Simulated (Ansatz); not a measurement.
**CHGaP (quartet): inputs that go wrong at a displaced geometry (v2)**

3 inputs are run for CHGaP (quartet) as typed; the log has to tell whether the result can be used and what must change.

Program: Ansatz 0.2.0, Gaussian basis. Level of theory: the settings change from run to run. These are calculated values, not measurements.

39 further runs of the same task are left out: 1 for a known fault of the program, 22 that didn't finish, 16 set aside as unsound or not needed.

## 1. The geometry

The geometry is a PBE0/def2-TZVP stationary point (not a proven minimum) with its atoms shifted at random (size 0.100 Å). No spin-orbit coupling is included. The filled d shell of Ga may be among the frozen orbitals whatever the setting's name suggests; the logs give the count.

4 atoms, charge 0, spin multiplicity 4.

Atoms are counted from 1 here; the program's logs count them from 0.

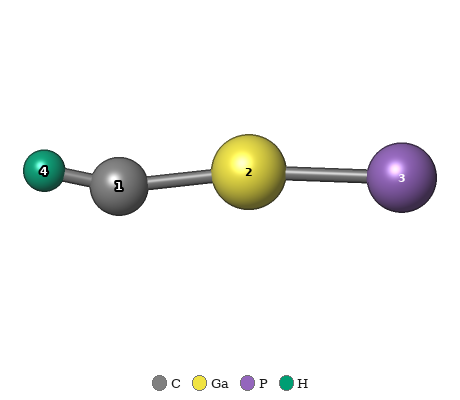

The geometry (carbon grey, gallium yellow, phosphorus purple, hydrogen teal); atoms are numbered from 1 in the order of the file.

## 2. Attempt 1

The input, in.yaml:

```yaml
crystal:
  periodic: [false, false, false]
  atoms:
    - {symbol: C, position_ang: [0.064582, -0.111728, 1.193379]}
    - {symbol: Ga, position_ang: [-0.100263, 0.022024, -0.637750]}
    - {symbol: P, position_ang: [-0.023670, -0.047096, -2.801367]}
    - {symbol: H, position_ang: [0.059351, 0.136800, 2.245738]}
basis:
  gaussian: {orbitals: cc-pVDZ, point_charges: [{charge: -1.00, position_ang: [4.286, 0.029, -0.999]}]}
magnetization: {spin_polarized: false, initial_magnetization: 3}
correlation: {method: qcisd_t, electrons: outside_noble_gas}
output: {forces: true}
```

On the command line:

```bash
$ ansatz run in.yaml --threads 1 --pin off --events-out ev --progress --plain --max-ram 2393MiB
```

Output:

```text
Error: YAML parse error: error: line 11 column 23: unknown variant `qcisd_t`, expected one of mp2, rpa, ccsd, ccsd_t, bccd, bccd_t, ccsdt, ccsdt_q, ccsdt_q_b, ccsdtq, fci, sc_nevpt2, fic_nevpt4_sd, fic_mrcisd_q, fic_mrcisd_q_relaxed
  --> <input>:11:23
   |
 9 |   gaussian: {orbitals: cc-pVDZ, point_charges: [{charge: -1.00, position_ang: [4.286, 0…
10 | magnetization: {spin_polarized: false, initial_magnetization: 3}
11 | correlation: {method: qcisd_t, electrons: outside_noble_gas}
   |                       ^ unknown variant `qcisd_t`, expected one of mp2, rpa, ccsd, ccsd_t, bccd, bccd_t, ccsdt, ccsdt_q, ccsdt_q_b, ccsdtq, fci, sc_nevpt2, fic_nevpt4_sd, fic_mrcisd_q, fic_mrcisd_q_relaxed
12 | output: {forces: true}
   |
```

Wall time 0.07 s (1 thread of Intel Xeon at 2.50GHz, shared host).

Diagnosis: The run was refused. The method's name isn't one that the program knows. To mend it, name one from the list in the message.

## 3. Attempt 2

The input, in.yaml:

```yaml
crystal:
  periodic: [false, false, false]
  atoms:
    - {symbol: C, position_ang: [0.064582, -0.111728, 1.193379]}
    - {symbol: Ga, position_ang: [-0.100263, 0.022024, -0.637750]}
    - {symbol: P, position_ang: [-0.023670, -0.047096, -2.801367]}
    - {symbol: H, position_ang: [0.059351, 0.136800, 2.245738]}
basis:
  gaussian: {orbitals: cc-pVDZ}
magnetization: {spin_polarized: true, initial_magnetization: 11}
hamiltonian: {xc: hf}
output: {orbitals: {seedname: orbitals}}
```

Launched as before.

Output (excerpt; [...] marks lines left out):

```text
Functional definition: HF
  name "HF"
  cite "Fock, Z. Phys. 61, 126 (1930) doi:10.1007/BF01340294"
  parent pbe
[...]
693 factors; integrals over basis functions are off by at most 6.1e-4 eV
[...]
mean field -62622.12436717 eV, -2301.3206236931 hartree, gradient 1.1e-5 eV, S^2 35.753847; 2 other end points of the search recorded, 0 dependent functions left out
reference -62622.12436717 eV, -2301.3206236931 hartree; 32, 21 occupied and 32, 43 virtual orbitals, 693 factors
Total energy: -62622.12436717 eV, -2301.3206236931 hartree
```

Run time: 15 s. Hardware: 1 thread of Intel Xeon at 2.50GHz, shared host.

Diagnosis: The run converged, which proves nothing about the input. Far too many unpaired electrons are asked for. Its energy belongs to the state of multiplicity 12, not to the quartet that was meant. To mend it, set initial_magnetization to that of the wanted state.

## 4. Attempt 3

The input, in.yaml:

```yaml
crystal:
  periodic: [false, false, false]
  atoms:
    - {symbol: C, position_ang: [0.064582, -0.111728, 1.193379]}
    - {symbol: Ga, position_ang: [-0.100263, 0.022024, -0.637750]}
    - {symbol: P, position_ang: [-0.023670, -0.047096, -2.801367]}
    - {symbol: H, position_ang: [0.059351, 0.136800, 2.245738]}
basis:
  gaussian: {orbitals: STO-3G}
magnetization: {spin_polarized: false, initial_magnetization: 3}
correlation: {method: fic_mrcisd_q, electrons: valence, active_space: {window: {electrons: 5, orbitals: 5}, states: [{multiplicity: 4, irrep: E1u, weights: [1]}]}}
scf: {lower_state_search: full}
```

Same command.

Output:

```text
Functional definition: HF
  name "HF"
  cite "Fock, Z. Phys. 61, 126 (1930) doi:10.1007/BF01340294"
  parent pbe
  exchange = exact_x
  correlation = 0
481 factors; integrals over basis functions are off by at most 3.6e-8 eV
mean field evaluation 1: about -61916.6883 eV, gradient 3.4e1 eV
mean field evaluation 2: about -61916.7154 eV, gradient 3.4e1 eV
mean field evaluation 4: about -61921.4385 eV, gradient 7.7e0 eV
mean field evaluation 8: about -61922.4437 eV, gradient 1.7e0 eV
mean field evaluation 16: about -61922.7881 eV, gradient 3.7e-2 eV
mean field evaluation 32: about -61922.6791 eV, gradient 2.3e0 eV
mean field evaluation 64: about -61925.0894 eV, gradient 8.6e-4 eV
mean field evaluation 96: about -61922.7634 eV, gradient 5.3e-2 eV
mean field evaluation 128: about -61925.0053 eV, gradient 5.8e-2 eV
mean field evaluation 160: about -61925.0894 eV, gradient 1.3e-3 eV
mean field evaluation 192: about -61843.9202 eV, gradient 8.2e1 eV
mean field evaluation 224: about -61849.3591 eV, gradient 8.9e1 eV
mean field evaluation 256: about -61921.6673 eV, gradient 6.0e0 eV
mean field evaluation 288: about -61922.4834 eV, gradient 7.8e-2 eV
mean field evaluation 320: about -61922.4716 eV, gradient 6.4e-2 eV
mean field evaluation 352: about -61922.4856 eV, gradient 3.9e-2 eV
mean field evaluation 384: about -61916.7398 eV, gradient 2.7e1 eV
mean field -61925.08945876 eV, -2275.7050632763 hartree, gradient 4.8e-6 eV, S^2 3.750000; 22 other end points of the search recorded, 0 dependent functions left out
reference -61925.08945876 eV, -2275.7050632763 hartree; 28, 25 occupied and 5, 8 virtual orbitals, 481 factors
Error: the irrep E1u is not accepted for these orbitals, which take A, or 1 to 1
```

It took 34 s on 1 thread of Intel Xeon at 2.50GHz, shared host.

What is wrong: The run stopped with an error. The symmetry label isn't in the molecule's group. To mend it, name an irrep that the log lists.

## 5. Summary

| attempt | level | ended | cause | time |
| --- | --- | --- | --- | --- |
| 1 | 'qcisd_t'/cc-pVDZ | refused | the method's name isn't one that the program knows | 0.07 s |
| 2 | HF/cc-pVDZ | converged | far too many unpaired electrons are asked for | 15 s |
| 3 | MRCISD+Q(5,5)/STO-3G | stopped by an error | the symmetry label isn't in the molecule's group | 34 s |

1 refused, 1 converged, 1 stopped by an error. The input that converges on a wrong geometry or spin is the dangerous one: no error points at it, so geometry and ⟨S²⟩ have to be checked.
